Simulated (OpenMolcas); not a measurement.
# CoP$_{2}$H$_{6}$Cl$_{2}$: single-point calculation (part 3 of 3)

The same run, continued: CoP$_{2}$H$_{6}$Cl$_{2}$ (CoCl2(PH3)2), multiplicity 4, SMILES [PH3]->[Co](<-[PH3])([Cl])[Cl]; CASPT2/ANO-RCC-VDZ, DKH2 (OpenMolcas 26.06). The geometry is that of the parent species in another charge or spin state. The geometry comes from this level: GFN2-xTB.

Geometry of the input (Å):
```
Co -0.1113  0.0001  0.2222
Cl -0.9815  0.0014  2.0871
Cl 0.7853  -0.0013  -1.6844
P  -0.0194  2.1814  0.0183
H  -0.6201  2.7460  -1.0883
H  1.2190  2.7472  -0.2071
H  -0.4619  3.1148  0.9421
P  -0.0071  -2.1812  0.0265
H  -0.4550  -3.1143  0.9481
H  1.2386  -2.7390  -0.1781
H  -0.5866  -2.7551  -1.0864
```

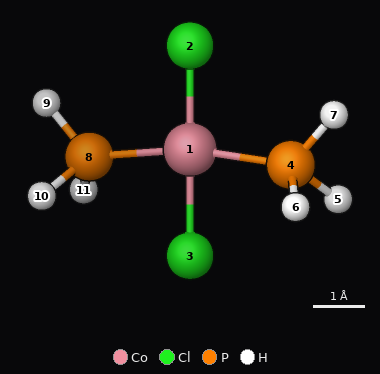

Fig. 1: The input geometry (ball-and-stick view, seen at a tilt; atoms are numbered from 1 in the order of the input). Sticks mark near contacts.

Output, continued
```
++    Natural Bond Order analysis
      ---------------------------
      Based on LoProp computed density
      -------------------------------------------------------------------------------------
      Atom A       Atom B       Bond Order
      -------------------------------------------------------------------------------------
      NBO located      0.991 non-bonded electrons on atom CO1
      NBO located      0.990 non-bonded electrons on atom CO1
      NBO located      0.993 non-bonded electrons on atom CO1
      NBO located      0.998 non-bonded electrons on atom CO1
      NBO located      1.000 non-bonded electrons on atom CO1
      NBO located      1.000 non-bonded electrons on atom CO1
      NBO located      1.000 non-bonded electrons on atom CO1
      NBO located      1.000 non-bonded electrons on atom CO1
      NBO located      1.000 non-bonded electrons on atom CO1
      NBO located      0.958 non-bonded electrons on atom CL2
      NBO located      1.015 non-bonded electrons on atom CL2
      NBO located      0.999 non-bonded electrons on atom CL2
      NBO located      1.000 non-bonded electrons on atom CL2
      NBO located      1.000 non-bonded electrons on atom CL2
      NBO located      1.000 non-bonded electrons on atom CL2
      NBO located      1.000 non-bonded electrons on atom CL2
      NBO located      0.941 non-bonded electrons on atom CL3
      NBO located      1.008 non-bonded electrons on atom CL3
      NBO located      0.999 non-bonded electrons on atom CL3
      NBO located      1.000 non-bonded electrons on atom CL3
      NBO located      1.000 non-bonded electrons on atom CL3
      NBO located      1.000 non-bonded electrons on atom CL3
      NBO located      1.000 non-bonded electrons on atom CL3
      NBO located      0.999 non-bonded electrons on atom P4
      NBO located      0.999 non-bonded electrons on atom P4
      NBO located      1.000 non-bonded electrons on atom P4
      NBO located      0.999 non-bonded electrons on atom P4
      NBO located      0.998 non-bonded electrons on atom P4
      NBO located      0.999 non-bonded electrons on atom P8
      NBO located      0.999 non-bonded electrons on atom P8
      NBO located      1.000 non-bonded electrons on atom P8
      NBO located      0.999 non-bonded electrons on atom P8
      NBO located      0.998 non-bonded electrons on atom P8
      The remaining   17.570 electrons are to be considered as diffuse
--

--

      Average orbitals are written to the RASORB file
      Natural orbitals for root   1 are written to the RASORB.1 file
      Spin density orbitals for root   1 are written to the SPDORB.1 file

--- Stop Module: rasscf /rc=_RC_ALL_IS_WELL_ ---
--- Module rasscf spent 28 seconds ---

--- Start Module: caspt2 ---

                                              &CASPT2

                       available to each process: 1.9 GB of memory, 1 thread

++    Wave function specifications:
      -----------------------------

      Number of closed shell electrons          32
      Number of electrons in active shells      13
      Max number of holes in RAS1 space          0
      Max number of electrons in RAS3 space      0
      Number of inactive orbitals               16
      Number of active orbitals                  8
      Number of secondary orbitals              41
      Spin quantum number                      1.5
      State symmetry                             1
      Number of CSFs                            56
      Number of CASSCF root(s) available         1
      CASPT2 state passed to geometry opt.       1
      A file JOBMIX will be created
      This is a CASSCF or RASSCF reference function
--

++    Orbital specifications:
      -----------------------

      Symmetry species                           1
                                                 a
      Frozen orbitals                           26
      Inactive orbitals                         16
      Active orbitals                            8
      Secondary orbitals                        41
      Deleted orbitals                           0
      Number of basis functions                 91
--

++    CASPT2 specifications:
      ----------------------

      Type of calculation                        SS-CASPT2
      Fock operator                              state-specific
      IPEA shift                                 0.25
      Real shift                                 0.00
      Imaginary shift                            0.20
      The input orbitals will be transformed to quasi-canonical
--

--------------------------------------------------------------------------------
 Estimated memory requirements:
  POLY3 :                   257742
  RHS:                      501092
  SIGMA :                   690832
  PRPCTL:                        0
 Available workspace:    232482888

++ CASPT2 computation for group   1

********************************************************************************
 Multi-State initialization phase begins for group   1
--------------------------------------------------------------------------------
********************************************************************************
 Compute H0 matrices for state    1
--------------------------------------------------------------------------------
--------------------------------------------------------------------------------
 H0 matrices have been computed.

********************************************************************************
  CASPT2 EQUATION SOLUTION
--------------------------------------------------------------------------------

  Total nr of CASPT2 parameters:
   Before reduction:      689996
   After  reduction:      664692

 Variance of |WF0>:       2.1660518287

 The contributions to the second order correlation energy in atomic units.
-----------------------------------------------------------------------------------------------------------------------------
  IT.      VJTU        VJTI        ATVX        AIVX        VJAI        BVAT        BJAT        BJAI        TOTAL       RNORM
-----------------------------------------------------------------------------------------------------------------------------
   1    -0.000023   -0.001355   -0.012589   -0.027109   -0.009859   -0.219644   -0.024044   -0.209021   -0.503643    0.012550
   2    -0.000024   -0.001261   -0.012656   -0.027565   -0.009985   -0.220637   -0.024171   -0.209817   -0.506116    0.001958
   3    -0.000023   -0.001259   -0.012661   -0.027587   -0.009985   -0.220704   -0.024156   -0.209854   -0.506229    0.000564
   4    -0.000023   -0.001251   -0.012659   -0.027607   -0.009981   -0.220647   -0.024150   -0.209816   -0.506133    0.000099
   5    -0.000023   -0.001251   -0.012658   -0.027607   -0.009981   -0.220646   -0.024150   -0.209816   -0.506132    0.000023
   6    -0.000023   -0.001251   -0.012659   -0.027607   -0.009981   -0.220647   -0.024150   -0.209817   -0.506135    0.000004
-----------------------------------------------------------------------------------------------------------------------------

  FINAL CASPT2 RESULT:

      Reference energy:       -3000.2250365932
      E2 (Non-variational):      -0.5061351007
      Shift correction:          -0.0033121882
      E2 (Variational):          -0.5094472890
      Total energy:           -3000.7344838821
      Residual norm:              0.0000009324
      Reference weight:           0.85185

      Contributions to the CASPT2 correlation energy
      Active & Virtual Only:         -0.2333059847
      One Inactive Excited:          -0.0517805725
      Two Inactive Excited:          -0.2210485435

++ Denominators, etc.
--------------------------------------------------------------------------------------------------------------
 Report on small energy denominators, large coefficients, and large energy contributions.
CASE  SYMM ACTIVE-MIX  NON-ACTIVE INDICES          DENOMINATOR     RHS VALUE       COEFFICIENT     CONTRIBUTION
VJTU     1  Mu1.0001  In1.031                       0.20643967     -0.00000070     -0.00001420      0.00000000
VJTU     1  Mu1.0002  In1.031                       0.21242921      0.00000032     -0.00001818     -0.00000000
VJTU     1  Mu1.0001  In1.032                       0.19499423     -0.00000139     -0.00037292      0.00000000
VJTU     1  Mu1.0002  In1.032                       0.20098377      0.00001409     -0.00240394     -0.00000003
VJTU     1  Mu1.0001  In1.033                       0.19475184      0.00000107      0.00024105      0.00000000
VJTU     1  Mu1.0002  In1.033                       0.20074138      0.00001903     -0.00328161     -0.00000006
VJTU     1  Mu1.0001  In1.034                       0.19276205     -0.00000016     -0.00001945      0.00000000
VJTU     1  Mu1.0002  In1.034                       0.19875159     -0.00000026      0.00004169     -0.00000000
VJTU     1  Mu1.0001  In1.035                       0.18467740     -0.00000001     -0.00000325      0.00000000
VJTU     1  Mu1.0002  In1.035                       0.19066694     -0.00003044      0.00467943     -0.00000014
VJTU     1  Mu1.0001  In1.036                       0.17071692      0.00000025      0.00000316      0.00000000
VJTU     1  Mu1.0002  In1.036                       0.17670646      0.00000045     -0.00006819     -0.00000000
VJTU     1  Mu1.0001  In1.037                       0.11323099     -0.00000106      0.00004040     -0.00000000
VJTU     1  Mu1.0002  In1.037                       0.11922054     -0.00000801     -0.00097712      0.00000001
VJTU     1  Mu1.0001  In1.038                       0.09621522      0.00000010      0.00001194      0.00000000
VJTU     1  Mu1.0002  In1.038                       0.10220476      0.00009372      0.00279785      0.00000026
VJTU     1  Mu1.0003  In1.038                       0.28969988     -0.00159432     -0.02302632      0.00003671
VJTU     1  Mu1.0001  In1.039                       0.05890211      0.00000015      0.00289340      0.00000000
VJTU     1  Mu1.0002  In1.039                       0.06489165     -0.00000000     -0.00001148      0.00000000
VJTU     1  Mu1.0003  In1.039                       0.25238677     -0.00000011      0.00000444     -0.00000000
VJTU     1  Mu1.0004  In1.039                       0.29335772      0.00000047      0.00019791      0.00000000
VJTU     1  Mu1.0001  In1.040                       0.05326393      0.00000059      0.00002908      0.00000000
VJTU     1  Mu1.0002  In1.040                       0.05925348     -0.00000041     -0.00000105      0.00000000
VJTU     1  Mu1.0003  In1.040                       0.24674860      0.00000030     -0.00000288     -0.00000000
VJTU     1  Mu1.0004  In1.040                       0.28771954      0.00000212      0.00000396      0.00000000
VJTU     1  Mu1.0005  In1.040                       0.29966847     -0.00005402     -0.00383566      0.00000021
VJTU     1  Mu1.0001  In1.041                       0.04845383      0.00000411     -0.00106173     -0.00000000
VJTU     1  Mu1.0002  In1.041                       0.05444337      0.00000017     -0.00000275     -0.00000000
VJTU     1  Mu1.0003  In1.041                       0.24193849     -0.00000293     -0.00000941      0.00000000
VJTU     1  Mu1.0004  In1.041                       0.28290944      0.00000056     -0.00008191     -0.00000000
VJTU     1  Mu1.0005  In1.041                       0.29485836      0.00000047     -0.00000822     -0.00000000
VJTU     1  Mu1.0001  In1.042                       0.00942673     -0.00000030     -0.00000062      0.00000000
VJTU     1  Mu1.0002  In1.042                       0.01541627     -0.00000004      0.00000057     -0.00000000
VJTU     1  Mu1.0003  In1.042                       0.20291140     -0.00000092      0.00000262     -0.00000000
VJTU     1  Mu1.0004  In1.042                       0.24388234     -0.00000048     -0.00000210      0.00000000
VJTU     1  Mu1.0005  In1.042                       0.25583127      0.00001889      0.00104674      0.00000002
VJTIM    1  Mu1.0002  In1.039 In1.038               0.53710554     -0.01971530      0.03061439     -0.00060357
VJTIM    1  Mu1.0001  In1.042 In1.039               0.27536712     -0.00000246      0.00001012     -0.00000000
VJTIM    1  Mu1.0001  In1.042 In1.040               0.26972894     -0.00000114      0.00000091     -0.00000000
VJTIM    1  Mu1.0001  In1.042 In1.041               0.26491884      0.00000617     -0.00001812     -0.00000000
ATVX     1  Mu1.0001  Se1.051                       0.20908538     -0.00009548      0.00064788     -0.00000006
ATVX     1  Mu1.0001  Se1.052                       0.24960532      0.00000133     -0.00001413     -0.00000000
ATVX     1  Mu1.0001  Se1.053                       0.24999668     -0.00000393      0.00004325     -0.00000000
AIVX     1  Mu1.0019  In1.038 Se1.084               2.44381763      0.06788967     -0.02841416     -0.00192903
BVATP    1  Mu1.0006  Se1.085 Se1.084               4.05263683      0.10709741     -0.02631036     -0.00281777
BVATP    1  Mu1.0010  Se1.085 Se1.085               4.17701955     -0.14977997      0.03581400     -0.00536422
BVATP    1  Mu1.0004  Se1.086 Se1.084               4.14076085      0.10749787     -0.02578804     -0.00277216
BVATP    1  Mu1.0008  Se1.086 Se1.085               4.26474075     -0.13719149      0.03209132     -0.00440266
BVATP    1  Mu1.0007  Se1.086 Se1.086               4.35246179     -0.15116252      0.03459678     -0.00522974
BVATM    1  Mu1.0009  Se1.085 Se1.084               4.05263687      0.15027385     -0.03730690     -0.00560625
BVATM    1  Mu1.0007  Se1.086 Se1.084               4.14076089     -0.15112896      0.03670055     -0.00554652
BVATM    1  Mu1.0010  Se1.086 Se1.085               4.30181691     -0.19699033      0.04573909     -0.00901016
BVATM    1  Mu1.0005  Se1.087 Se1.084               4.20688914     -0.14113415      0.03364111     -0.00474791
BVATM    1  Mu1.0008  Se1.087 Se1.085               4.31994959     -0.15192495      0.03535969     -0.00537202
BVATM    1  Mu1.0006  Se1.087 Se1.086               4.40807420     -0.13237859      0.03023031     -0.00400185
BVATM    1  Mu1.0002  Se1.088 Se1.084               4.40930677      0.12631434     -0.02874181     -0.00363050
BVATM    1  Mu1.0004  Se1.088 Se1.085               4.56598875      0.14082433     -0.03099026     -0.00436418
BVATM    1  Mu1.0003  Se1.088 Se1.086               4.65414089      0.16146615     -0.03474310     -0.00560983
BJAIP    1  Se1.055 In1.031 Se1.056 In1.033         1.49642545     -0.03843974      0.02539289     -0.00097610
--

   (Skipping property calculation,
    use PROP keyword to activate)
--

  Total CASPT2 energies:
::    CASPT2 Root  1     Total energy:  -3000.73448388

  A NEW JOBIPH FILE NAMED 'JOBMIX' IS PREPARED.
********************************************************************************
--- Stop Module: caspt2 /rc=_RC_ALL_IS_WELL_ ---
--- Module caspt2 spent 4 seconds ---

.##################.
.# Happy landing! #.
.##################.

    Timing: Wall=40.35 User=37.92 System=2.36
```
